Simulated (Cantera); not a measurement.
Charge: 1 mol CH₃SiH₃, 0.36 mol C₃H₈, 11 mol H₂, held at 0.00500 bar.

Cantera equilibrium calculation (NASA polynomials, part measured and part estimated; ideal gas, pure solids and liquids). Candidate condensed phases: C, C₆H₆, C₇H₈, C₈H₁₈, Si, SiC; 87 gas species. The feed counts by its element totals alone. Gases not in the tables: Si₂H₆ and higher silanes. Rates play no part.

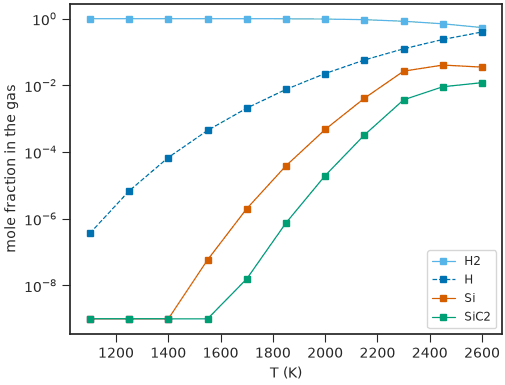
*Equilibrium gas composition (values under 1e-9 drawn at 1e-9)*

Q: Read off the mole fractions at 1850 K.

A: H₂ about 0.99, H about 0.0076, Si about 3.9e-5, SiC₂ about 7.5e-7.
